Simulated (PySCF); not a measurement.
System: C7H7ClO2S (SMILES Cc1cccc(S(=O)(=O)Cl)c1).

Input

```
{"job": {"kind": "nmr", "xc": "PBE0", "basis": "pcSseg-1"}, "charge": 0, "multiplicity": 1}
C      2.523946    -0.450575     0.850274
C      1.244910     0.049457     0.259118
C      1.217696     1.213420    -0.506674
C      0.037365     1.706590    -1.037939
C     -1.155612     1.035817    -0.815509
C     -1.114017    -0.111930    -0.057390
S     -2.613704    -1.011848     0.213072
O     -2.528236    -1.813258     1.390763
O     -3.758094    -0.184507     0.010279
Cl    -2.547217    -2.308111    -1.369472
C      0.046717    -0.621282     0.477904
H      2.441068    -1.498954     1.122281
H      3.348400    -0.327141     0.152053
H      2.759762     0.117696     1.750147
H      2.142993     1.740527    -0.687666
H      0.046348     2.611761    -1.624976
H     -2.098987     1.383148    -1.202911
H     -0.002096    -1.524493     1.064988
```

Run with:

```sh
OMP_NUM_THREADS=1 python probes_run.py task.json out
```

Geometry: GFN2-xTB.

These are results of PBE0/pcSseg-1, SCF density, gas phase, non-relativistic in PySCF 2.14.0, not measurements.

> What can the converged electron density and electron localisation function tell about the bonding?

C–C (1.38 Å): ρ at the midpoint is about 2.1 e/Å³; the ELF peaks at about 0.95 between the atoms (a covalent bond).
C–S (1.77 Å): the density is about 1.5 e/Å³ at the midpoint; the ELF peaks at about 0.95 between the atoms; a shared electron pair.
C–H (1.08 Å): the density is about 2.1 e/Å³ at the midpoint; the ELF climbs to about 1 towards the hydrogen, as it does in any bond to H: an ordinary covalent bond to hydrogen.
C–C (1.50 Å): ρ is about 1.7 e/Å³ halfway; the ELF peaks at about 0.95 between the atoms; localised, covalent bonding.

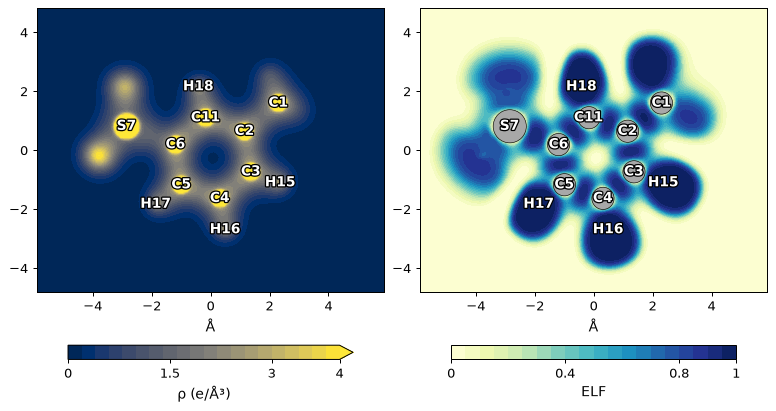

Computed electron density and electron localisation function on the plane of atoms C2, C11 and H18, in this order. Grey discs cover the atomic cores in the ELF map. 
